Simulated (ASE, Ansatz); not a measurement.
## Relaxing random hcp alloy of Hf and Zr (288 atoms)

How does random hcp alloy of Hf and Zr (288 atoms) relax, and what do bonds, charges and levels look like afterwards?

Calculated with Ansatz 0.2.0; Kohn-Sham DFT, PBE, PAW (set soft_2), plane waves.

## 1. Set-up

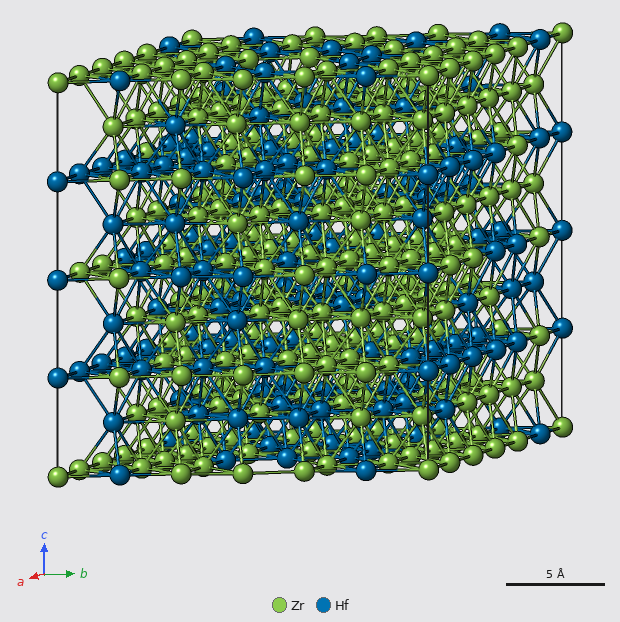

The starting structure, seen slightly off an axis (zirconium green, hafnium blue). Some periodic images of atoms are drawn too.

The cell holds 288 atoms: 180 Zr and 108 Hf. Its edges and angles: a = 19.309 Å, b = 19.309 Å, c = 20.444 Å, α = 90.0°, β = 90.0°, γ = 120.0°. It derives from Hf (hcp) and Zr, repeated 6×6×4. Hcp Hf, 6 x 6 x 4 conventional cells, 180 of 288 Hf sites given to Zr at random (x = 0.625), lattice by Vegard's rule (a = 3.218 Å, c = 5.111 Å); not relaxed, displaced by a Gaussian of 0.02 Å.

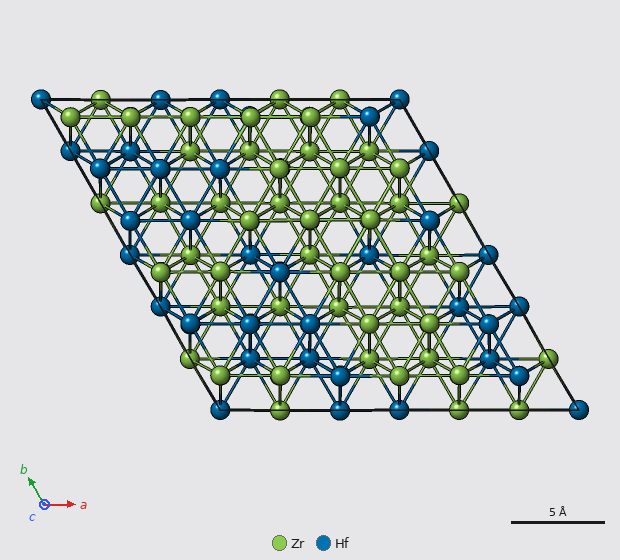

A slice 6 Å thick through the middle of the cell.

What the set-up can't give: The host structure and its lattice constant were typed by rule, without a check against the phase diagram. Only the Γ point is sampled, in a cell whose shortest periodic width is 17 Å. The levels lack spin–orbit coupling, which is large for the heavy elements here.

## 2. Single point at the start

A single point comes first, to see the forces before anything moves.

Input file input.yaml:

```yaml
crystal:
  lattice:
    - [19.3086, 0.0, 0.0]
    - [-9.6543, 16.72174, 0.0]
    - [0.0, 0.0, 20.444]
  atoms:
    - { symbol: Zr, position: [0.00054, 0.00198, 0.99927] }
    - { symbol: Zr, position: [0.05582, 0.11217, 0.12354] }
    - { symbol: Hf, position: [0.00041, 0.00149, 0.25047] }
    - { symbol: Zr, position: [0.05674, 0.11156, 0.3743] }
    - { symbol: Hf, position: [0.00056, 0.00064, 0.49842] }
    - { symbol: Zr, position: [0.05609, 0.1121, 0.62486] }
    - { symbol: Hf, position: [0.99997, 0.99969, 0.74799] }
    - { symbol: Hf, position: [0.05851, 0.11274, 0.87318] }
    - { symbol: Hf, position: [0.9981, 0.16774, 0.00114] }
    - { symbol: Hf, position: [0.05567, 0.27855, 0.12568] }
    - { symbol: Zr, position: [0.00105, 0.16726, 0.24913] }
    - { symbol: Hf, position: [0.0545, 0.27608, 0.37398] }
    - { symbol: Zr, position: [0.99767, 0.16486, 0.49978] }
    - { symbol: Hf, position: [0.0565, 0.27948, 0.62286] }
    - { symbol: Zr, position: [0.00046, 0.16766, 0.74965] }
    - { symbol: Zr, position: [0.05629, 0.27924, 0.87466] }
    - { symbol: Zr, position: [0.99884, 0.33331, 0.00117] }
    - { symbol: Zr, position: [0.05551, 0.44497, 0.1238] }
    - { symbol: Zr, position: [0.99882, 0.33472, 0.25022] }
    - { symbol: Zr, position: [0.05717, 0.44534, 0.37844] }
    - { symbol: Hf, position: [0.00091, 0.33381, 0.50116] }
    - { symbol: Zr, position: [0.05574, 0.44341, 0.62621] }
    - { symbol: Zr, position: [0.00107, 0.33512, 0.75025] }
    - { symbol: Zr, position: [0.05396, 0.44462, 0.87413] }
    - { symbol: Zr, position: [0.00035, 0.50043, 0.99877] }
    - { symbol: Hf, position: [0.05558, 0.60998, 0.12552] }
    - { symbol: Zr, position: [0.99999, 0.50089, 0.24847] }
    - { symbol: Zr, position: [0.05411, 0.60927, 0.37484] }
    - { symbol: Hf, position: [0.99788, 0.49991, 0.49811] }
    - { symbol: Hf, position: [0.054, 0.60964, 0.62641] }
    - { symbol: Hf, position: [0.99944, 0.50103, 0.74883] }
    - { symbol: Zr, position: [0.05383, 0.60865, 0.87392] }
    [... 250 atom lines left out ...]
    - { symbol: Zr, position: [0.83485, 0.83464, 0.24958] }
    - { symbol: Zr, position: [0.88989, 0.9452, 0.37337] }
    - { symbol: Zr, position: [0.83195, 0.83372, 0.50055] }
    - { symbol: Hf, position: [0.8891, 0.94458, 0.6261] }
    - { symbol: Zr, position: [0.83354, 0.83581, 0.74891] }
    - { symbol: Zr, position: [0.89051, 0.94575, 0.87571] }
kpoints:
  mp_grid: { grid: [1, 1, 1] }
hamiltonian:
  xc: pbe
scf:
  occupations: { method: cold, width: 0.15 }
output:
  forces: true
  stress: true
  populations: true
  dos:
    method: { smearing: { sigma: 0.1 } }
    de: 0.1
    projected: { site_lists: { Hf: [Hf], Zr: [Zr] } }
  eigenvalues: true
```

Launch:

```bash
> ansatz run input.yaml --threads 32 --pin off --max-ram 143360MiB --backend cuda --events-out ev --progress --plain --runs-dir out
```

Numbers of over 12 decimals in the logs are rounded to 6 here.

Log:

```text
Engine: ansatz 0.2.0, aarch64-unknown-linux-gnu
Pseudopotentials: kind: paw
Pseudopotential: Zr, paw, valence charge 12, recommended cutoff 420 eV (normal), Zr.paw.azcp
Pseudopotential: Hf, paw, valence charge 26, recommended cutoff 420 eV (normal), Hf.paw.azcp
[... 5 lines on functional and potentials left out ...]
device memory: the entry about to start is reckoned to put 39.8 GiB on a device that reports 182.5 GiB free
GPU FFT provider: cuFFT
GPU libraries: cuBLAS 13.8.1, cuFFT 12.4.0, cuSOLVER 12.3.2
GPU matrix products: emulated (plane waves: as basis.precision tells), large ones in fixed point in workspaces of 1.00 GiB
Crystal: 288 atoms, lattice volume = 6600.824 Å³
Basis set: ecut = 420 eV, 128883 PW (Γ), exchange–correlation on 270×270×288 points (8 copies of the dense FFT grid, shifted against one another)
Bands: 2981, of which v1, the nominal top of the filled ones, is band 2484 counted from 1 (2483 counted from 0)
Symmetry: 1 space group operations
Space group: P1 (ITA 1), of the structure as read, at distance tolerance 1.9e-4 Å
k-points: 1
[... 5 lines on functional and potentials left out ...]
Initial density: superposition of atomic densities (neutral atoms: chi_scale 0, normalization atom), corrected by the library's trained network
Initial wavefunctions: pseudopotential atomic-orbital guess
GPU buffer pool allocated for 2624400 grid points (all kernels)
GPU transforms: local potential and band sums: pruned to the plane-wave sphere, on 135×135×144
Functional: x = pbe(κ = 0.804, μ = 0.219515), c = pbe(β = 0.066725)
SCF iter   1: F=—  HF=-2450993.958231 eV  |F-HF|=—  |Δ(HF+E_count)|=         —  Δρ=3.85e-3  dr2=5.80e0  ethr=1.77e-3  ⟨swp⟩=4.0  Hψ=8846  notcnv=0
preconditioner: auto → Kerker (q_TF=auto, 2.602 Å⁻¹)  [metal: Δε(μ)=0.003 eV  Ē_g=14.194 eV  σ=0.150 eV  W_gap=0.01  n_scr=1954 (ndim 8)  ℏωp=28.0 eV  f_vac=0.000  D(μ)=363.72/eV (n_scr^D=3512)]
SCF iter   2: F=—  HF=-2450993.858094 eV  |F-HF|=—  |Δ(HF+E_count)|=   1.00e-1  S|Δr|=    0.00e0  Δρ=1.98e-3  dr2=5.90e-1  ethr=1.17e-4  ⟨swp⟩=1.0  Hψ=3429  notcnv=0
SCF iter   3: F=—  HF=-2450993.898581 eV  |F-HF|=—  |Δ(HF+E_count)|=   4.05e-2  S|Δr|=    0.00e0  Δρ=7.04e-4  dr2=5.29e-2  ethr=1.19e-5  ⟨swp⟩=2.0  Hψ=3557  notcnv=0
SCF iter   4: F=—  HF=-2450993.921623 eV  |F-HF|=—  |Δ(HF+E_count)|=   2.30e-2  S|Δr|=    0.00e0  Δρ=3.49e-4  dr2=1.23e-2  ethr=1.06e-6  ⟨swp⟩=2.0  Hψ=5218  notcnv=0
SCF iter   5: F=—  HF=-2450993.879276 eV  |F-HF|=—  |Δ(HF+E_count)|=   4.23e-2  S|Δr|=    0.00e0  Δρ=1.12e-4  dr2=1.08e-3  ethr=2.47e-7  ⟨swp⟩=2.0  Hψ=5217  notcnv=0
SCF iter   6: F=—  HF=-2450993.879660 eV  |F-HF|=—  |Δ(HF+E_count)|=   3.84e-4  S|Δr|=    0.00e0  Δρ=4.02e-5  dr2=1.67e-4  ethr=2.18e-8  ⟨swp⟩=2.0  Hψ=5120  notcnv=0
SCF iter   7: F=—  HF=-2450993.907007 eV  |F-HF|=—  |Δ(HF+E_count)|=   2.73e-2  S|Δr|=    0.00e0  Δρ=1.34e-5  dr2=2.48e-5  ethr=3.36e-9  ⟨swp⟩=2.0  Hψ=5465  notcnv=0
SCF iter   8: F=—  HF=-2450993.907566 eV  |F-HF|=—  |Δ(HF+E_count)|=   5.59e-4  S|Δr|=    0.00e0  Δρ=7.27e-6  dr2=8.39e-6  ethr=5.00e-10  ⟨swp⟩=3.0  Hψ=5968  notcnv=0
SCF iter   9: F=—  HF=-2450993.907563 eV  |F-HF|=—  |Δ(HF+E_count)|=   3.18e-6  S|Δr|=    0.00e0  Δρ=2.11e-6  dr2=4.91e-7  ethr=1.69e-10  ⟨swp⟩=2.0  Hψ=5218  notcnv=0
SCF iter  10: F=-2450993.907563 eV  HF=-2450993.907563 eV  |F-HF|=6.71e-8  |Δ(HF+E_count)|=  9.31e-10  S|Δr|=    0.00e0  Δρ=7.92e-7  dr2=7.67e-8  ethr=2.01e-12  ⟨swp⟩=10.0  Hψ=10359  notcnv=0
SCF 1 converged in 10 iterations: F = -2450993.907563 eV  dr2 = 7.67e-8
  greatest PAW one-centre occupation: 0.999 electrons in one spin orbital (limit 2), on the Hf atom at site 77 (counted from 0), in its partial waves of l = 0
SCF converged after 10 iterations
Stability not checked: this state was not tested for a lower state beside it, because cold or Methfessel-Paxton smearing, or corrected tetrahedra, fill the levels in a way that the test cannot read (fill_not_monotonic; see scf.lower_state_search)
Free energy (F): -2450993.907563 eV
Harris-Foulkes:  -2450993.907563 eV  (|F-HF|=6.71e-8)
Internal energy: -2450992.646650 eV  (E = F + TS)
E sigma→0 (E₀):  -2450993.487259 eV
Entropy (-TS):   -1.260913 eV (-4.378 meV/atom)
Fermi energy:    16.246032 eV
Step filling:    the computed levels leave a gap of 0.0033 eV = 0.0 smearing widths at the electron count; against every level under it full and every level over it empty, smearing changes F+E_penalty+E_count by -429.368 meV and its σ→0 estimate by -9.064 meV
--- Per-component energies (eV) ---
  E_band       = -19356.073428
  E_kinetic    = 105714.095193
  E_local      = -824347.375490  (includes V_loc(G=0)·N_el)
  E_nonlocal   = -119901.650365
  E_hartree    = 371587.627062
  E_xc         = -61485.912045
  E_vxc        = -63082.027835  (∫ρ·V_xc dr)
  E_paw        = -1279936.364137  (= ΣΔE_a)
  E_vpaw       = 139085.646095  (= ΣTr[D̂ρ^β])
  E_aug_tail   = 0.004360  (compensation charges beyond the density's cutoff)
  E_ewald      = -642623.071229
  E_smearing   = -1.260913  (= −TS)
  E_closure    = 0.000000  (closes the sum)
  Σ components = -2450993.907563   (vs F -2450993.907563, Δ=0.00e0)
--- Forces (eV/Å), atoms counted from 1 ---
[... 288 lines of forces left out ...]
  max |Σ_I F_I| component: 7.64e-6 eV/Å
--- Stress (GPa, compression-positive) ---
        0.167170       0.030313       0.012535
        0.030313       0.206482      -0.000518
        0.012535      -0.000518       1.264891
  P = ⅓ Tr σ = 0.5462 GPa (5.462 kbar)
--- Band table (eV) ---
[... left out ...]
--- Löwdin populations: 288 sites ---
  site symbol       q [e]
[... 288 lines, one an atom, left out ...]
  spilling = 0.004346 (of n_electrons = 4968.000000)
```

It took 10 s on 1 × NVIDIA GB200 with 32 threads of Arm Neoverse V2, shared host; peak memory 5.5 GiB; 36 s of CPU time.

That memory is the host's; the program planned up to 39.8 GiB on the GPU. Forces of this run were stored rounded, and per-atom blocks of the log weren't kept.

The run gave:

```
free energy                             : -2450993.9076 eV
free energy per atom                    : -8510.3955 eV/atom
SCF cycles                              : 10
pressure                                : 0.5462 GPa
r.m.s. force component                  : 0.1607 eV/Å
longest force                           : 0.5997 eV/Å
Fermi energy                            : 16.25 eV
levels partly filled by over 2 per cent : 66
spilling of the projection              : 0.004346
```

The r.m.s. force component of 0.16 eV/Å and the pressure of 0.55 GPa set the starting point.

Length of the force by element:

```
element  coordination  atoms  mean length of the force (eV/Å)  spread   least   most
     Hf           all    108                            0.258   0.110  0.0413  0.573
     Zr           all    180                            0.254   0.111  0.0407  0.600
```

## 3. Relaxation

With the cell held, the atoms are moved downhill towards a nearby minimum.

input.yaml, the sections that differ from step 2:

```yaml
output:
  forces: true
relax:
  f_tol: 0.03
  max_steps: 68
# crystal, kpoints, hamiltonian, scf: as in step 2
```

Log:

```text
[...]
GPU FFT provider: cuFFT
GPU libraries: cuBLAS 13.8.1, cuFFT 12.4.0, cuSOLVER 12.3.2
[...]
Crystal: 288 atoms, lattice volume = 6600.824 Å³
Basis set: ecut = 420 eV, 128883 PW (Γ), exchange–correlation on 270×270×288 points (8 copies of the dense FFT grid, shifted against one another)
Bands: 2981, of which v1, the nominal top of the filled ones, is band 2484 counted from 1 (2483 counted from 0)
Symmetry: 1 space group operations
[...]
k-points: 1
[...]
GPU buffer pool allocated for 2624400 grid points (all kernels)
[...]
SCF iter   1: F=—  HF=-2450993.958267 eV  |F-HF|=—  |Δ(HF+E_count)|=         —  Δρ=3.85e-3  dr2=5.80e0  ethr=1.77e-3  ⟨swp⟩=4.0  Hψ=8846  notcnv=0
[...]
SCF iter   8: F=-2450993.907552 eV  HF=-2450993.907567 eV  |F-HF|=1.46e-5  |Δ(HF+E_count)|=   2.79e-6  S|Δr|=    0.00e0  Δρ=7.28e-6  dr2=8.43e-6  ethr=4.53e-10  ⟨swp⟩=5.0  Hψ=8715  notcnv=0
SCF 1 converged in 8 iterations: F = -2450993.907552 eV  dr2 = 8.43e-6
[...]
relax step   1: F+E_penalty+E_count = -2450993.90755249 eV  Δ(F+E_penalty+E_count) = +0.000e0 eV  max|allowed force component| = 5.951e-1 eV/Å  Δτ_max = 0.0000 Å  (8 SCF iters, dr2 threshold 2.25e-5 eV, accepted)
[...]
relax step   2: F+E_penalty+E_count = -2450993.28395745 eV  Δ(F+E_penalty+E_count) = +6.236e-1 eV  max|allowed force component| = 7.339e-1 eV/Å  Δτ_max = 0.1638 Å  (9 SCF iters, dr2 threshold 2.21e-5 eV, rejected (line search))
[...]
relax step   3: F+E_penalty+E_count = -2450995.34504224 eV  Δ(F+E_penalty+E_count) = -1.437e0 eV  max|allowed force component| = 5.272e-2 eV/Å  Δτ_max = 0.0819 Å  (11 SCF iters, accepted)
[...]
relax step   4: F+E_penalty+E_count = -2450995.36789879 eV  Δ(F+E_penalty+E_count) = -2.286e-2 eV  max|allowed force component| = 7.475e-3 eV/Å  Δτ_max = 0.0150 Å  (9 SCF iters, accepted)
SCF converged after 9 iterations
[...]
Free energy (F): -2450995.367899 eV
[...]
Internal energy: -2450994.146660 eV  (E = F + TS)
E sigma→0 (E₀):  -2450994.960819 eV
Entropy (-TS):   -1.221239 eV (-4.240 meV/atom)
Fermi energy:    16.249047 eV
[...]
--- Forces (eV/Å), atoms counted from 1 ---
[... 288 lines of forces left out ...]
  max |Σ_I F_I| component: 6.10e-6 eV/Å
--- Relaxed structure (4 steps of the walk, 3 accepted, 0 SCFs on fresh bases) ---
  F+E_penalty+E_count = -2450995.36789879 eV   max|allowed force component| = 7.475e-3 eV/Å
  atoms:
[... 288 atom lines left out ...]
```

The job ended after 23 s (1 × NVIDIA GB200 with 32 threads; peak memory 2.4 GiB).

That memory is the host's; the program planned up to 39 GiB on the GPU.

Step by step:

```
step  energy less that of the first step (eV)  largest force component (eV/Å)
   1                                   0.0000                          0.5951
   2                                   0.6236                          0.7339
   3                                  -1.4375                          0.0527
   4                                  -1.4603                          0.0075
```

Relaxation step 2 was tried and not accepted.

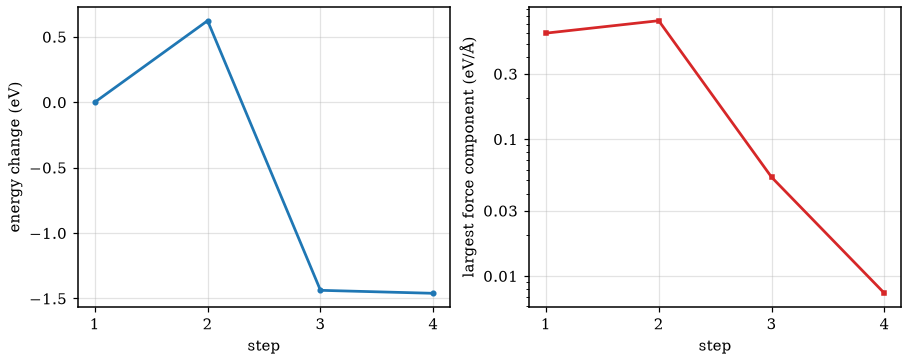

Energy and largest force along the relaxation.

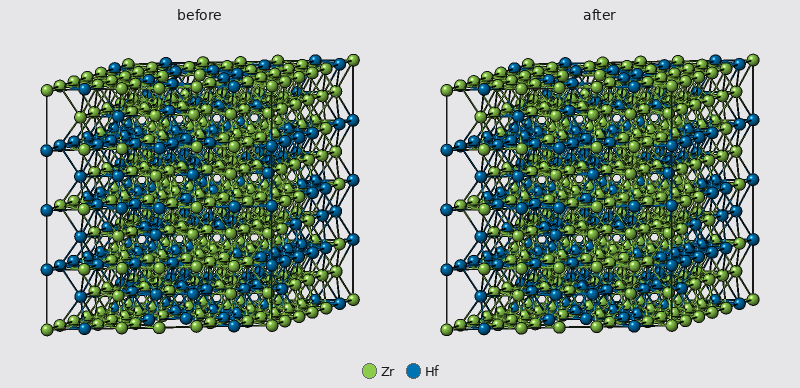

Before and after, at one scale.

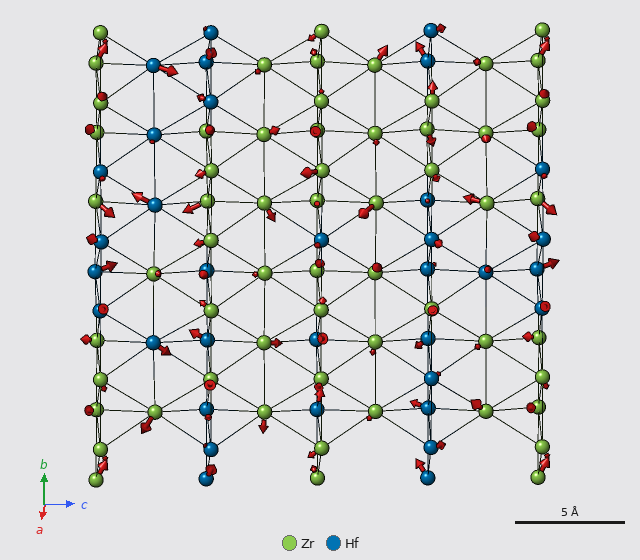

Displacements in the relaxation, exaggerated; the longest in the cell stands for 0.09 Å. Drawn is a slice 4 Å thick, seen along the normal of the bc plane.

The atoms that moved most (Å):

```
 atom      dx      dy      dz  length
Zr222  -0.044  -0.060  -0.048   0.089
Zr100  -0.078  -0.013  -0.030   0.085
Zr128   0.083  -0.007  -0.008   0.084
Hf102  -0.038   0.069   0.003   0.078
Hf139  -0.006   0.069   0.037   0.078
Hf177   0.067   0.025  -0.029   0.078
Hf234  -0.033  -0.037   0.057   0.075
Zr262   0.000  -0.018   0.071   0.073
```

The relaxation changed the energy by -5.07 meV/atom, and atoms moved by 0.042 Å r.m.s., 0.089 Å at most.

## 4. Local order after relaxation

Bonds before and after, by the cutoffs listed below:

```
 pair  bonds before  bonds after  mean before (Å)  mean after (Å)  spread before (Å)  spread after (Å)
Zr-Zr           671          671            3.189           3.198              0.042             0.032
Zr-Hf           818          818            3.189           3.185              0.041             0.034
Hf-Hf           239          239            3.189           3.177              0.041             0.034
```

Density 8.98 g/cm³, 22.92 Å³ an atom.

Pair distribution functions g(r), in bins of 0.2 Å:

```
r (Å)  total  Zr-Zr  Zr-Hf  Hf-Hf
 3.10   6.40   5.80   6.55   7.40
 3.30   4.38   4.83   4.33   3.29
 3.50   0.00   0.00   0.00   0.00
 3.70   0.00   0.00   0.00   0.00
 3.90   0.00   0.00   0.00   0.00
 4.10   0.00   0.00   0.00   0.00
 4.30   0.00   0.00   0.00   0.00
 4.50   2.69   2.75   2.60   2.83
 4.70   0.00   0.00   0.00   0.00
 4.90   0.00   0.00   0.00   0.00
 5.10   0.70   0.67   0.74   0.62
 5.30   0.00   0.00   0.00   0.00
 5.50   5.15   5.18   5.10   5.28
 5.70   0.17   0.20   0.16   0.13
 5.90   0.03   0.04   0.02   0.04
 6.10   2.98   2.92   3.05   2.85
 6.30   0.05   0.06   0.04   0.07
 6.50   1.27   1.26   1.28   1.26
 6.70   0.00   0.00   0.00   0.00
 6.90   0.00   0.00   0.00   0.00
 7.10   2.02   2.01   2.06   1.97
 7.30   0.10   0.09   0.12   0.07
 7.50   1.88   1.83   1.94   1.78
 7.70   0.04   0.04   0.04   0.02
 7.90   1.76   1.76   1.76   1.77
```

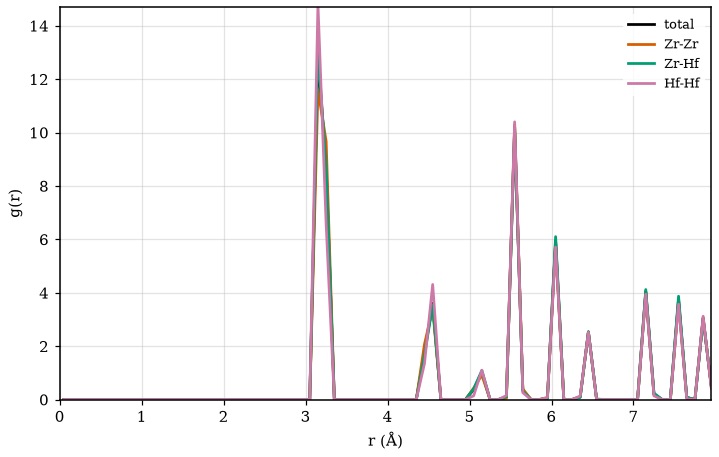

Pair distribution functions, with peaks cut at 14.

Neighbours by pair of elements; one cutoff, the widest of the pairs' first minima of g(r), serves all pairs of this metal:

```
pair A-B  cutoff (Å)  bonds  mean length (Å)  spread (Å)  shortest (Å)  B about A  A about B
   Zr-Zr        3.62    671             3.20       0.032          3.13       7.46       7.46
   Zr-Hf        3.62    818             3.19       0.034          3.11       4.54       7.57
   Hf-Hf        3.62    239             3.18       0.034          3.11       4.43       4.43
```

How many atoms have how many bonded neighbours:

```
element  mean   12
     Hf    12  108
     Zr    12  180
```

By these cutoffs all Hf atoms have 12 and all Zr atoms have 12 bonded neighbours.

[end of part 1 of 2]

[Logs are printed without paths, hosts, clocks, repeated set-up lines and the standing remarks that a program may print on its own settings, such as how far it seeks lower states.]

[Hosts, paths, dates, database ids (printed as entryN), source tags and the programs' standing remarks are cut or masked in the printed files.]
